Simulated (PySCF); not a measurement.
Bond stretch in HCl, singlet.

Methods: RHF/cc-pVTZ (PySCF); UHF/cc-pVTZ (PySCF); UKS-BHandHLYP = unrestricted BHandHLYP/cc-pVTZ in PySCF.

Magnitude of the dipole moment (D; its direction can reverse along the curve, and a method can change to another solution) and Mulliken charge of the fragment that holds Cl1:

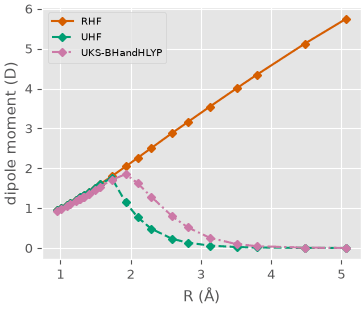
Figure. Dipole moment against bond length.

```tsv
R / Å	μ RHF	q RHF	μ UHF	q UHF	μ UKS-BHandHLYP	q UKS-BHandHLYP
0.95	0.96	-0.15	0.96	-0.15	0.94	-0.12
1.01	1.01	-0.15	1.01	-0.15	0.99	-0.14
1.10	1.09	-0.16	1.09	-0.16	1.07	-0.15
1.14	1.13	-0.16	1.13	-0.16	1.10	-0.15
1.22	1.21	-0.16	1.21	-0.16	1.18	-0.16
1.26	1.25	-0.17	1.25	-0.17	1.22	-0.16
1.28	1.27	-0.17	1.27	-0.17	1.24	-0.17
1.32	1.32	-0.17	1.32	-0.17	1.28	-0.17
1.33	1.33	-0.18	1.33	-0.18	1.29	-0.17
1.40	1.41	-0.19	1.41	-0.19	1.36	-0.18
1.49	1.51	-0.20	1.51	-0.20	1.46	-0.20
1.57	1.61	-0.21	1.61	-0.21	1.54	-0.20
1.73	1.80	-0.22	1.76	-0.22	1.71	-0.22
1.93	2.05	-0.24	1.14	-0.13	1.85	-0.22
2.10	2.26	-0.24	0.77	-0.08	1.63	-0.18
2.29	2.50	-0.24	0.49	-0.05	1.29	-0.13
2.59	2.88	-0.24	0.23	-0.02	0.80	-0.07
2.81	3.16	-0.24	0.14	-0.01	0.52	-0.04
3.13	3.55	-0.24	0.06	0.00	0.25	-0.02
3.51	4.01	-0.24	0.03	0.00	0.10	-0.01
3.80	4.35	-0.24	0.01	0.00	0.05	0.00
4.48	5.13	-0.24	0.01	0.00	0.01	0.00
5.07	5.75	-0.24	0.00	0.00	0.00	0.00
```

The restricted form behind RHF keeps the bonding electrons paired and can't separate into open-shell fragments. The unrestricted determinant behind UHF is spin-contaminated at 1.73 to 5.07 Å (<S²> up to 1.0, against 0.00 for a pure singlet). The unrestricted determinant behind UKS-BHandHLYP is spin-contaminated at 1.93 to 5.07 Å (<S²> up to 1.0, against 0.00 for a pure singlet).
